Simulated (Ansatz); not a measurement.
## The perfect Au wire along [111], 7 atoms a period

Wanted: the relaxed geometry and the bands of the Au wire along [111], 7 atoms a period.

Main program and level: Ansatz 0.2.0; DFT PBE, plane waves, PAW; relaxation of a wire's period; PAW set soft_1, in the first sound run; inputs show where later runs differ.

**1. The structure**

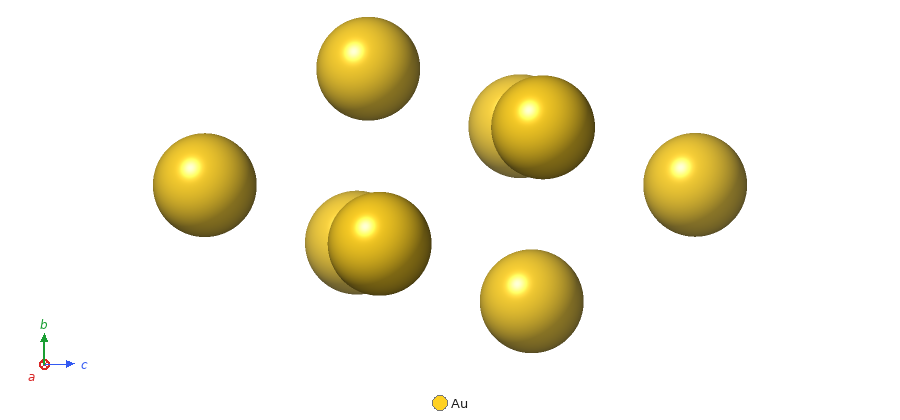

The cell as given, from the side, with the c axis across the page (gold yellow). Some periodic images of atoms are drawn too.

The cell holds 7 atoms: 7 Au. Its edges and angles: a = 9.742 Å, b = 10.197 Å, c = 7.205 Å, α = 90.0°, β = 90.0°, γ = 90.0°. Vacuum lies along a and b. The structure's axis is c.

**2. Relaxation of atoms and period**

Band widths follow the bond lengths, so the wire is relaxed first. The atoms and the third cell vector are free; the box across stays fixed as vacuum. A Fermi-Dirac smearing is set since the result may be a metal. The pressure printed is a third of the stress's trace over the whole box, vacuum included; only the stress along the axis is relaxed.

input.yaml reads:

```yaml
crystal:
  lattice:
    - [9.742, 0.0, 0.0]
    - [0.0, 10.197, 0.0]
    - [0.0, 0.0, 7.2053313595]
  atoms:
    - { symbol: Au, position: [0.499977633, 0.49998165, 0.0] }
    - { symbol: Au, position: [0.349004311, 0.416706526, 0.333333333] }
    - { symbol: Au, position: [0.499977633, 0.666531899, 0.333333333] }
    - { symbol: Au, position: [0.650950956, 0.416706526, 0.333333333] }
    - { symbol: Au, position: [0.349004311, 0.583256775, 0.666666667] }
    - { symbol: Au, position: [0.499977633, 0.333431401, 0.666666667] }
    - { symbol: Au, position: [0.650950956, 0.583256775, 0.666666667] }
kpoints:
  mp_grid: { grid: [1, 1, 12] }
scf:
  occupations: { method: fermi_dirac, width: 0.05 }
hamiltonian:
  xc: pbe
  pseudopotentials: { kind: paw, azcp: { folder: soft_1 } }
relax:
  cell: { fix: [a, b, alpha, beta, gamma] }
  max_steps: 45
  f_tol: 0.03
```

Launch:

```sh
$ ansatz run input.yaml --threads 4 --pin off --max-ram 16384MiB --backend cpu --events-out ev --progress --plain --runs-dir out
```

Numbers of over 12 decimals in the logs are rounded to 6 here.

Log:

```text
Engine: ansatz 0.2.0, x86_64-unknown-linux-gnu
Pseudopotentials: kind: paw
Pseudopotential: Au, paw, valence charge 19, recommended cutoff 420 eV (normal), soft_1/Au.paw.azcp
Functional definition: PBE
  parameter kappa = 0.804
  parameter beta = 0.066725
  exchange = pbe_x(kappa = kappa, mu = beta*pi^2/3)
  correlation = pbe_c(beta = beta)
Crystal: 7 atoms, lattice volume = 715.772 Å³
Basis set: ecut = 420 eV, 14003 PW (Γ), exchange–correlation on 144×144×100 points (8 copies of the dense FFT grid, shifted against one another)
Bands: 80, of which v1, the nominal top of the filled ones, is band 67 counted from 1 (66 counted from 0)
Symmetry: 4 space group operations
Space group: P2/m (ITA 10), of the structure as read, at distance tolerance 8.9e-5 Å
k-points: 7 of 12
Non-local potential: Au, projectors of the file, l = 0: 3, l = 1: 2, l = 2: 2, l = 3: 1
PAW form: soft (Blöchl's): semilocal exchange-correlation on the pseudo side does not see the compensation charge
PAW one-centre angular grid: Au, 590 points (default); XC on 64 Gauss nodes
Initial density: superposition of atomic densities (neutral atoms: chi_scale 0, normalization atom)
Initial wavefunctions: pseudopotential atomic-orbital guess
Functional: x = pbe(κ = 0.804, μ = 0.219515), c = pbe(β = 0.066725)
iter 1 solved again at ethr=2.43e-3 eV; its pass at ethr=3.10e-3 eV (dr2=3.24e0 eV) is discarded
SCF iter   1: F=—  HF=-92051.539950 eV  |F-HF|=—  |Δ(HF+E_count)|=         —  Δρ=1.85e-2  dr2=3.41e0  ethr=2.43e-3  ⟨swp⟩=1.7  Hψ=2959  notcnv=0
preconditioner: auto → LDOS  [metal: Δε(μ)=0.101 eV  Ē_g=5.944 eV  σ=0.050 eV  W_gap=0.46  n_scr=108 (ndim 8)  ℏωp=12.2 eV  f_vac=0.689  D(μ)=6.26/eV (n_scr^D=28)  β→1.0]
SCF iter   2: F=—  HF=-92051.625253 eV  |F-HF|=—  |Δ(HF+E_count)|=   8.53e-2  Δρ=1.81e-2  dr2=3.42e0  ethr=2.43e-3  ⟨swp⟩=3.6  Hψ=1168  notcnv=0
SCF iter   3: F=—  HF=-92050.635335 eV  |F-HF|=—  |Δ(HF+E_count)|=   9.90e-1  Δρ=2.45e-3  dr2=5.67e-2  ethr=2.43e-3  ⟨swp⟩=2.1  Hψ=977  notcnv=0  defer=32
SCF iter   4: F=—  HF=-92050.638447 eV  |F-HF|=—  |Δ(HF+E_count)|=   3.11e-3  Δρ=1.28e-3  dr2=2.27e-2  ethr=4.26e-5  ⟨swp⟩=2.0  Hψ=976  notcnv=0  defer=32
SCF iter   5: F=—  HF=-92050.635944 eV  |F-HF|=—  |Δ(HF+E_count)|=   2.50e-3  Δρ=3.77e-4  dr2=1.28e-3  ethr=1.70e-5  ⟨swp⟩=2.0  Hψ=856  notcnv=0  defer=32
SCF iter   6: F=—  HF=-92050.636532 eV  |F-HF|=—  |Δ(HF+E_count)|=   5.88e-4  Δρ=8.81e-5  dr2=8.34e-5  ethr=9.65e-7  ⟨swp⟩=2.0  Hψ=838  notcnv=0  defer=32
SCF iter   7: F=—  HF=-92050.636465 eV  |F-HF|=—  |Δ(HF+E_count)|=   6.70e-5  Δρ=2.49e-5  dr2=7.10e-6  ethr=6.27e-8  ⟨swp⟩=2.1  Hψ=799  notcnv=0  defer=32
SCF iter   8: F=—  HF=-92050.636470 eV  |F-HF|=—  |Δ(HF+E_count)|=   5.25e-6  Δρ=1.48e-5  dr2=2.94e-6  ethr=5.33e-9  ⟨swp⟩=2.0  Hψ=804  notcnv=0  defer=32
SCF iter   9: F=-92050.636470 eV  HF=-92050.636470 eV  |F-HF|=4.34e-8  |Δ(HF+E_count)|=   5.70e-7  Δρ=3.73e-6  dr2=9.53e-8  ethr=7.52e-11  ⟨swp⟩=3.0  Hψ=2272  notcnv=0
SCF 1 converged in 9 iterations: F = -92050.636470 eV  dr2 = 9.53e-8
  greatest PAW one-centre occupation: 1.000 electrons in one spin orbital (limit 2), on the Au atom at site 0 (counted from 0), in its partial waves of l = 0
relax step   1: F+E_penalty+E_count = -92050.63646960 eV  Δ(F+E_penalty+E_count) = +0.000e0 eV  max|allowed force component| = 1.002e0 eV/Å  Δτ_max = 0.0000 Å  P = -1.689 GPa  Ω = 715.772 Å³  fix = [a, b, alpha, beta, gamma]  reactions: a -1.063, b -1.096 GPa; alpha -0.006 GPa/rad  (9 SCF iters, dr2 threshold 1.00e-7 eV, accepted)
Crystal: 7 atoms, lattice volume = 680.777 Å³
Basis set: ecut = 420 eV, 13353 PW (Γ), exchange–correlation on 144×144×100 points (8 copies of the dense FFT grid, shifted against one another)
Initial density: handed on by an earlier stage of this run
Initial wavefunctions: those handed on with the density
iter 1 solved again at ethr=1.35e-4 eV; its pass at ethr=3.10e-3 eV (dr2=1.80e-1 eV) is discarded
SCF iter   1: F=—  HF=-92051.199025 eV  |F-HF|=—  |Δ(HF+E_count)|=         —  Δρ=4.60e-3  dr2=1.80e-1  ethr=1.35e-4  ⟨swp⟩=3.3  Hψ=2666  notcnv=0
preconditioner: auto → LDOS  [insulator: Δε(μ)=0.118 eV  Ē_g=6.682 eV  σ=0.050 eV  W_gap=0.53  n_scr=108 (ndim 8)  ℏωp=12.5 eV  f_vac=0.699  D(μ)=5.42/eV (n_scr^D=18)  ε∞_Penn≈4.5  β→1.0]
SCF iter   2: F=—  HF=-92051.195591 eV  |F-HF|=—  |Δ(HF+E_count)|=   3.43e-3  Δρ=4.23e-3  dr2=1.65e-1  ethr=1.35e-4  ⟨swp⟩=4.0  Hψ=1185  notcnv=0
SCF iter   3: F=—  HF=-92051.157547 eV  |F-HF|=—  |Δ(HF+E_count)|=   3.80e-2  Δρ=5.09e-4  dr2=3.88e-3  ethr=1.24e-4  ⟨swp⟩=3.0  Hψ=970  notcnv=0  defer=32
SCF iter   4: F=—  HF=-92051.156944 eV  |F-HF|=—  |Δ(HF+E_count)|=   6.03e-4  Δρ=2.81e-4  dr2=8.64e-4  ethr=2.92e-6  ⟨swp⟩=2.0  Hψ=822  notcnv=0  defer=35
SCF iter   5: F=—  HF=-92051.156762 eV  |F-HF|=—  |Δ(HF+E_count)|=   1.83e-4  Δρ=8.17e-5  dr2=1.06e-4  ethr=6.50e-7  ⟨swp⟩=2.0  Hψ=793  notcnv=0  defer=35
SCF iter   6: F=—  HF=-92051.156684 eV  |F-HF|=—  |Δ(HF+E_count)|=   7.79e-5  Δρ=2.89e-5  dr2=8.07e-6  ethr=7.95e-8  ⟨swp⟩=2.0  Hψ=792  notcnv=0  defer=35
SCF iter   7: F=-92051.156683 eV  HF=-92051.156683 eV  |F-HF|=1.36e-7  |Δ(HF+E_count)|=   3.80e-7  Δρ=6.57e-6  dr2=4.62e-7  ethr=5.26e-10  ⟨swp⟩=3.1  Hψ=2122  notcnv=0
SCF 2 converged in 7 iterations: F = -92051.156683 eV  dr2 = 4.62e-7
relax step   2: F+E_penalty+E_count = -92051.15668318 eV  Δ(F+E_penalty+E_count) = -5.202e-1 eV  max|allowed force component| = 1.012e0 eV/Å  Δτ_max = 0.1327 Å  P = +0.748 GPa  Ω = 680.777 Å³  energy of the carried Pulay correction = +2.133e-3 eV  fix = [a, b, alpha, beta, gamma]  reactions: a +1.212, b +1.160 GPa; alpha +0.001 GPa/rad  (7 SCF iters, dr2 threshold 7.00e-7 eV, accepted)
Crystal: 7 atoms, lattice volume = 666.834 Å³
Basis set: ecut = 420 eV, 13037 PW (Γ), exchange–correlation on 144×144×100 points (8 copies of the dense FFT grid, shifted against one another)
iter 1 solved again at ethr=4.27e-5 eV; its pass at ethr=3.10e-3 eV (dr2=5.67e-2 eV) is discarded
SCF iter   1: F=—  HF=-92051.438625 eV  |F-HF|=—  |Δ(HF+E_count)|=         —  Δρ=2.53e-3  dr2=5.55e-2  ethr=4.27e-5  ⟨swp⟩=3.4  Hψ=2658  notcnv=0
preconditioner: auto → LDOS  [metal: Δε(μ)=0.096 eV  Ē_g=6.693 eV  σ=0.050 eV  W_gap=0.44  n_scr=108 (ndim 8)  ℏωp=12.6 eV  f_vac=0.687  D(μ)=5.14/eV (n_scr^D=18)  β→1.0]
SCF iter   2: F=—  HF=-92051.445451 eV  |F-HF|=—  |Δ(HF+E_count)|=   6.83e-3  Δρ=2.15e-3  dr2=7.85e-2  ethr=4.18e-5  ⟨swp⟩=3.0  Hψ=1166  notcnv=0
SCF iter   3: F=—  HF=-92051.427468 eV  |F-HF|=—  |Δ(HF+E_count)|=   1.80e-2  Δρ=4.00e-4  dr2=1.13e-3  ethr=4.18e-5  ⟨swp⟩=2.0  Hψ=924  notcnv=0
SCF iter   4: F=—  HF=-92051.427509 eV  |F-HF|=—  |Δ(HF+E_count)|=   4.15e-5  Δρ=1.27e-4  dr2=1.37e-4  ethr=8.48e-7  ⟨swp⟩=2.0  Hψ=918  notcnv=0  defer=3
SCF iter   5: F=—  HF=-92051.427426 eV  |F-HF|=—  |Δ(HF+E_count)|=   8.34e-5  Δρ=3.51e-5  dr2=8.86e-6  ethr=1.03e-7  ⟨swp⟩=2.0  Hψ=825  notcnv=0  defer=3
SCF iter   6: F=—  HF=-92051.427433 eV  |F-HF|=—  |Δ(HF+E_count)|=   7.46e-6  Δρ=1.07e-5  dr2=1.28e-6  ethr=6.66e-9  ⟨swp⟩=2.0  Hψ=828  notcnv=0  defer=3
SCF iter   7: F=-92051.427433 eV  HF=-92051.427433 eV  |F-HF|=8.91e-8  |Δ(HF+E_count)|=   3.01e-8  Δρ=4.05e-6  dr2=1.62e-7  ethr=5.26e-10  ⟨swp⟩=4.1  Hψ=1794  notcnv=0
SCF 3 converged in 7 iterations: F = -92051.427433 eV  dr2 = 1.62e-7
relax step   3: F+E_penalty+E_count = -92051.42743312 eV  Δ(F+E_penalty+E_count) = -2.707e-1 eV  max|allowed force component| = 1.056e-1 eV/Å  Δτ_max = 0.0832 Å  P = -0.241 GPa  Ω = 666.834 Å³  energy of the carried Pulay correction = +3.034e-3 eV  fix = [a, b, alpha, beta, gamma]  reactions: a +0.080, b +0.032 GPa; alpha -0.004 GPa/rad  (7 SCF iters, dr2 threshold 7.00e-7 eV, accepted)
Crystal: 7 atoms, lattice volume = 637.513 Å³
Basis set: ecut = 420 eV, 12467 PW (Γ), exchange–correlation on 144×144×100 points (8 copies of the dense FFT grid, shifted against one another)
iter 1 solved again at ethr=2.63e-5 eV; its pass at ethr=3.10e-3 eV (dr2=3.50e-2 eV) is discarded
SCF iter   1: F=—  HF=-92051.525166 eV  |F-HF|=—  |Δ(HF+E_count)|=         —  Δρ=2.30e-3  dr2=3.38e-2  ethr=2.63e-5  ⟨swp⟩=3.6  Hψ=2870  notcnv=0
preconditioner: auto → LDOS  [metal: Δε(μ)=0.037 eV  Ē_g=6.693 eV  σ=0.050 eV  W_gap=0.18  n_scr=100 (ndim 8)  ℏωp=12.9 eV  f_vac=0.679  D(μ)=5.53/eV (n_scr^D=20)  β→1.0]
SCF iter   2: F=—  HF=-92051.525992 eV  |F-HF|=—  |Δ(HF+E_count)|=   8.26e-4  Δρ=1.37e-3  dr2=3.11e-2  ethr=2.54e-5  ⟨swp⟩=2.6  Hψ=1039  notcnv=0
SCF iter   3: F=—  HF=-92051.518956 eV  |F-HF|=—  |Δ(HF+E_count)|=   7.04e-3  Δρ=4.63e-4  dr2=3.03e-3  ethr=2.34e-5  ⟨swp⟩=2.0  Hψ=924  notcnv=0
SCF iter   4: F=—  HF=-92051.518323 eV  |F-HF|=—  |Δ(HF+E_count)|=   6.33e-4  Δρ=1.27e-4  dr2=2.07e-4  ethr=2.28e-6  ⟨swp⟩=2.0  Hψ=915  notcnv=0  defer=5
SCF iter   5: F=—  HF=-92051.518248 eV  |F-HF|=—  |Δ(HF+E_count)|=   7.51e-5  Δρ=3.14e-5  dr2=9.03e-6  ethr=1.56e-7  ⟨swp⟩=2.0  Hψ=845  notcnv=0  defer=5
SCF iter   6: F=—  HF=-92051.518250 eV  |F-HF|=—  |Δ(HF+E_count)|=   2.11e-6  Δρ=9.89e-6  dr2=9.19e-7  ethr=6.79e-9  ⟨swp⟩=2.0  Hψ=824  notcnv=0  defer=5
SCF iter   7: F=-92051.518250 eV  HF=-92051.518250 eV  |F-HF|=9.15e-9  |Δ(HF+E_count)|=   1.12e-7  Δρ=2.76e-6  dr2=6.22e-8  ethr=5.26e-10  ⟨swp⟩=4.0  Hψ=1793  notcnv=0
SCF 4 converged in 7 iterations: F = -92051.518250 eV  dr2 = 6.22e-8
relax step   4: F+E_penalty+E_count = -92051.51825035 eV  Δ(F+E_penalty+E_count) = -9.082e-2 eV  max|allowed force component| = 6.069e-2 eV/Å  Δτ_max = 0.0503 Å  P = +0.012 GPa  Ω = 637.513 Å³  energy of the carried Pulay correction = +5.036e-3 eV  fix = [a, b, alpha, beta, gamma]  reactions: a +0.118, b +0.062 GPa; alpha -0.006 GPa/rad  (7 SCF iters, dr2 threshold 7.00e-7 eV, accepted)
Crystal: 7 atoms, lattice volume = 627.131 Å³
Basis set: ecut = 420 eV, 12307 PW (Γ), exchange–correlation on 144×144×100 points (8 copies of the dense FFT grid, shifted against one another)
iter 1 solved again at ethr=4.58e-6 eV; its pass at ethr=3.10e-3 eV (dr2=6.09e-3 eV) is discarded
SCF iter   1: F=—  HF=-92051.527080 eV  |F-HF|=—  |Δ(HF+E_count)|=         —  Δρ=1.08e-3  dr2=6.16e-3  ethr=4.58e-6  ⟨swp⟩=2.7  Hψ=2627  notcnv=0
preconditioner: auto → LDOS  [metal: Δε(μ)=0.058 eV  Ē_g=6.749 eV  σ=0.050 eV  W_gap=0.27  n_scr=100 (ndim 8)  ℏωp=13.0 eV  f_vac=0.674  D(μ)=5.25/eV (n_scr^D=18)  β→1.0]
SCF iter   2: F=—  HF=-92051.527996 eV  |F-HF|=—  |Δ(HF+E_count)|=   9.16e-4  Δρ=7.12e-4  dr2=9.27e-3  ethr=4.58e-6  ⟨swp⟩=2.0  Hψ=1048  notcnv=0
SCF iter   3: F=—  HF=-92051.525837 eV  |F-HF|=—  |Δ(HF+E_count)|=   2.16e-3  Δρ=1.76e-4  dr2=3.51e-4  ethr=4.58e-6  ⟨swp⟩=2.0  Hψ=921  notcnv=0
SCF iter   4: F=—  HF=-92051.525769 eV  |F-HF|=—  |Δ(HF+E_count)|=   6.86e-5  Δρ=4.43e-5  dr2=2.04e-5  ethr=2.64e-7  ⟨swp⟩=2.0  Hψ=830  notcnv=0
SCF iter   5: F=—  HF=-92051.525742 eV  |F-HF|=—  |Δ(HF+E_count)|=   2.73e-5  Δρ=2.16e-5  dr2=3.57e-6  ethr=1.54e-8  ⟨swp⟩=2.0  Hψ=830  notcnv=0
SCF iter   6: F=-92051.525741 eV  HF=-92051.525742 eV  |F-HF|=6.50e-8  |Δ(HF+E_count)|=   3.12e-8  Δρ=5.28e-6  dr2=2.01e-7  ethr=1.73e-10  ⟨swp⟩=3.3  Hψ=2357  notcnv=0
SCF 5 converged in 6 iterations: F = -92051.525741 eV  dr2 = 2.01e-7
relax step   5: F+E_penalty+E_count = -92051.52574144 eV  Δ(F+E_penalty+E_count) = -7.491e-3 eV  max|allowed force component| = 1.809e-2 eV/Å  Δτ_max = 0.0298 Å  P = +0.022 GPa  Ω = 627.131 Å³  energy of the carried Pulay correction = +5.783e-3 eV  fix = [a, b, alpha, beta, gamma]  reactions: a +0.092, b +0.033 GPa; alpha -0.005 GPa/rad  (6 SCF iters, dr2 threshold 2.30e-7 eV, accepted)
Crystal: 7 atoms, lattice volume = 625.413 Å³
Basis set: ecut = 420 eV, 12267 PW (Γ), exchange–correlation on 144×144×100 points (8 copies of the dense FFT grid, shifted against one another)
iter 1 solved again at ethr=2.43e-7 eV; its pass at ethr=3.10e-3 eV (dr2=3.23e-4 eV) is discarded
SCF iter   1: F=—  HF=-92051.526138 eV  |F-HF|=—  |Δ(HF+E_count)|=         —  Δρ=1.19e-4  dr2=9.62e-5  ethr=2.43e-7  ⟨swp⟩=3.0  Hψ=2388  notcnv=0
preconditioner: auto → LDOS  [metal: Δε(μ)=0.068 eV  Ē_g=6.754 eV  σ=0.050 eV  W_gap=0.31  n_scr=100 (ndim 8)  ℏωp=13.0 eV  f_vac=0.673  D(μ)=5.12/eV (n_scr^D=18)  β→1.0]
SCF iter   2: F=—  HF=-92051.526162 eV  |F-HF|=—  |Δ(HF+E_count)|=   2.35e-5  Δρ=7.58e-5  dr2=9.70e-5  ethr=7.23e-8  ⟨swp⟩=2.1  Hψ=914  notcnv=0
SCF iter   3: F=—  HF=-92051.526138 eV  |F-HF|=—  |Δ(HF+E_count)|=   2.34e-5  Δρ=3.19e-5  dr2=1.59e-5  ethr=7.23e-8  ⟨swp⟩=2.0  Hψ=832  notcnv=0
SCF iter   4: F=—  HF=-92051.526135 eV  |F-HF|=—  |Δ(HF+E_count)|=   3.30e-6  Δρ=8.25e-6  dr2=7.85e-7  ethr=1.20e-8  ⟨swp⟩=2.0  Hψ=829  notcnv=0
SCF iter   5: F=—  HF=-92051.526093 eV  |F-HF|=—  |Δ(HF+E_count)|=   4.15e-5  Δρ=2.57e-6  dr2=7.16e-8  ethr=5.91e-10  ⟨swp⟩=2.0  Hψ=830  notcnv=0
SCF iter   6: F=-92051.526093 eV  HF=-92051.526093 eV  |F-HF|=1.14e-9  |Δ(HF+E_count)|=   1.42e-8  Δρ=6.96e-7  dr2=2.91e-9  ethr=6.45e-12  ⟨swp⟩=3.3  Hψ=2194  notcnv=0
SCF 6 converged in 6 iterations: F = -92051.526093 eV  dr2 = 2.91e-9
relax step   6: F+E_penalty+E_count = -92051.52609325 eV  Δ(F+E_penalty+E_count) = -3.518e-4 eV  max|allowed force component| = 2.464e-3 eV/Å  Δτ_max = 0.0024 Å  P = +0.057 GPa  Ω = 625.413 Å³  energy of the carried Pulay correction = +5.908e-3 eV  fix = [a, b, alpha, beta, gamma]  reactions: a +0.114, b +0.056 GPa; alpha -0.005 GPa/rad  (6 SCF iters, dr2 threshold 8.58e-9 eV, accepted)
Basis set: ecut = 420 eV, 12267 PW (Γ), exchange–correlation on 144×144×90 points (8 copies of the dense FFT grid, shifted against one another)
Initial wavefunctions: pseudopotential atomic-orbital guess (no wavefunctions were taken with the density)
iter 1 solved again at ethr=2.52e-6 eV; its pass at ethr=3.10e-3 eV (dr2=3.36e-3 eV) is discarded
SCF iter   1: F=—  HF=-92051.521251 eV  |F-HF|=—  |Δ(HF+E_count)|=         —  Δρ=1.39e-4  dr2=1.74e-5  ethr=2.52e-6  ⟨swp⟩=3.3  Hψ=3888  notcnv=0
eigensolver tolerance schedule: the retry pair's looser diagonalisation over-reported the residual by 191.85 of it (diagonalisation noise at 0.19 of the residual, at the tolerance the schedule requests for it); recorded, not acted on — ethr = c·dr2/N_el stays at c = 1.0e-1
preconditioner: auto → LDOS  [metal: Δε(μ)=0.067 eV  Ē_g=6.755 eV  σ=0.050 eV  W_gap=0.31  n_scr=100 (ndim 8)  ℏωp=13.0 eV  f_vac=0.673  D(μ)=5.12/eV (n_scr^D=18)  β→1.0]
SCF iter   2: F=—  HF=-92051.521303 eV  |F-HF|=—  |Δ(HF+E_count)|=   5.27e-5  Δρ=2.85e-5  dr2=3.19e-6  ethr=1.31e-8  ⟨swp⟩=2.1  Hψ=1027  notcnv=0
SCF iter   3: F=—  HF=-92051.521495 eV  |F-HF|=—  |Δ(HF+E_count)|=   1.91e-4  Δρ=1.33e-5  dr2=1.04e-6  ethr=2.40e-9  ⟨swp⟩=2.0  Hψ=1026  notcnv=0
SCF iter   4: F=—  HF=-92051.521494 eV  |F-HF|=—  |Δ(HF+E_count)|=   2.70e-7  Δρ=2.90e-6  dr2=5.08e-8  ethr=7.82e-10  ⟨swp⟩=2.0  Hψ=825  notcnv=0
SCF iter   5: F=—  HF=-92051.521494 eV  |F-HF|=—  |Δ(HF+E_count)|=   8.92e-9  Δρ=8.51e-7  dr2=1.04e-8  ethr=3.82e-11  ⟨swp⟩=3.0  Hψ=1210  notcnv=0
SCF iter   6: F=—  HF=-92051.521494 eV  |F-HF|=—  |Δ(HF+E_count)|=   2.31e-9  Δρ=2.05e-7  dr2=4.63e-10  ethr=7.80e-12  ⟨swp⟩=2.0  Hψ=829  notcnv=0
SCF iter   7: F=-92051.521494 eV  HF=-92051.521494 eV  |F-HF|=4.37e-11  |Δ(HF+E_count)|=  5.82e-11  Δρ=8.25e-8  dr2=4.29e-11  ethr=1.00e-12  ⟨swp⟩=5.0  Hψ=2045  notcnv=0
SCF 7 converged in 7 iterations: F = -92051.521494 eV  dr2 = 4.29e-11
relax step   7: F+E_penalty+E_count = -92051.52149444 eV  Δ(F+E_penalty+E_count) = +4.599e-3 eV  max|allowed force component| = 2.912e-3 eV/Å  Δτ_max = 0.0000 Å  P = +0.054 GPa  Ω = 625.413 Å³  fix = [a, b, alpha, beta, gamma]  reactions: a +0.112, b +0.054 GPa; alpha -0.005 GPa/rad  stress off target by 4.96e-3 GPa on what of the cell is left free  SCF on the basis re-selected at this cell (its energy is not comparable with the rows above)  (7 SCF iters)
basis re-selected at this cell: Δ(F+E_penalty+E_count) = +4.599e-3 eV, ΔP = -0.003 GPa vs the last step (what re-selecting the basis moved, of the pressure what is left beyond the Pulay correction that the steps carried, after the strain that the cell walked since its last selection, with what the two solves' SCF thresholds leave and, on support functions, any second-order correction that the steps lacked; it is no measure of the basis error at this ecutwfc). The dense FFT grid was sized anew with the basis: this SCF ran on 72×72×45 points, the steps before it on 72×72×50, so part of this shift can come from that change (see relax.cell in the input reference). [rest of the remark cut]
SCF converged after 7 iterations
Free energy (F): -92051.521494 eV
Harris-Foulkes:  -92051.521494 eV  (|F-HF|=4.37e-11)
Internal energy: -92051.482534 eV  (E = F + TS)
E sigma→0 (E₀):  -92051.502014 eV
Entropy (-TS):   -0.038960 eV (-5.566 meV/atom)
Fermi energy:    -0.515015 eV
--- Per-component energies (eV) ---
  E_band       = -4070.143447
  E_kinetic    = 4050.148492
  E_local      = -52867.274575  (includes V_loc(G=0)·N_el)
  E_nonlocal   = 690.492434
  E_hartree    = 24329.024080
  E_xc         = -1496.784495
  E_vxc        = -1814.881458  (∫ρ·V_xc dr)
  E_paw        = -68128.282702  (= ΣΔE_a)
  E_vpaw       = -2786.688264  (= ΣTr[D̂ρ^β])
  E_aug_tail   = 0.011219  (compensation charges beyond the density's cutoff)
  E_ewald      = 1371.183013
  E_smearing   = -0.038960  (= −TS)
  E_closure    = 0.000000  (closes the sum)
  Σ components = -92051.521494   (vs F -92051.521494, Δ=0.00e0)
--- Forces (eV/Å), atoms counted from 1 ---
  atom   1  Au     0.00000000     0.00000000     0.00000000
  atom   2  Au    -0.00114680    -0.00004218    -0.00286460
  atom   3  Au     0.00000000     0.00123274    -0.00291250
  atom   4  Au     0.00114680    -0.00004218    -0.00286460
  atom   5  Au    -0.00114680     0.00004218     0.00286460
  atom   6  Au     0.00000000    -0.00123274     0.00291250
  atom   7  Au     0.00114680     0.00004218     0.00286460
  max |Σ_I F_I| component: 1.73e-18 eV/Å
--- Stress (GPa, compression-positive) ---
        0.112275       0.000000       0.000000
        0.000000       0.054330       0.005253
        0.000000       0.005253      -0.004965
  P = ⅓ Tr σ = 0.0539 GPa (0.539 kbar)
--- Relaxed structure (6 steps of the walk, 6 accepted, 1 SCFs on fresh bases) ---
  F+E_penalty+E_count = -92051.52149444 eV   max|allowed force component| = 2.912e-3 eV/Å   (the final SCF, on the basis selected at the relaxed cell)
  cell:  # Å, volume = 625.4125 Å³
    - [9.742, 0.0, 0.0]
    - [0.0, 10.197, 0]
    - [0.0, 0, 6.295729]
  atoms:
    - { symbol: Au, position: [0.499978, 0.499982, 1.2467697848928625e-19] }
    - { symbol: Au, position: [0.347398, 0.415148, 0.332460] }
    - { symbol: Au, position: [0.499978, 0.668970, 0.331483] }
    - { symbol: Au, position: [0.652557, 0.415148, 0.332460] }
    - { symbol: Au, position: [0.347398, 0.584815, 0.667540] }
    - { symbol: Au, position: [0.499978, 0.330994, 0.668517] }
    - { symbol: Au, position: [0.652557, 0.584815, 0.667540] }
```

It took 28 s on 4 threads of Intel Xeon Platinum 8488C (Sapphire Rapids), shared host; peak memory 1.5 GiB; 1.7 min of CPU time.

(Part 1 of 2 ends here.)

[Logs are printed without paths, hosts, clocks, repeated set-up lines and the standing remarks that a program may print on its own settings, such as how far it seeks lower states.]

[Hosts, paths, dates, database ids (printed as entryN), source tags and the programs' standing remarks are cut or masked in the printed files.]
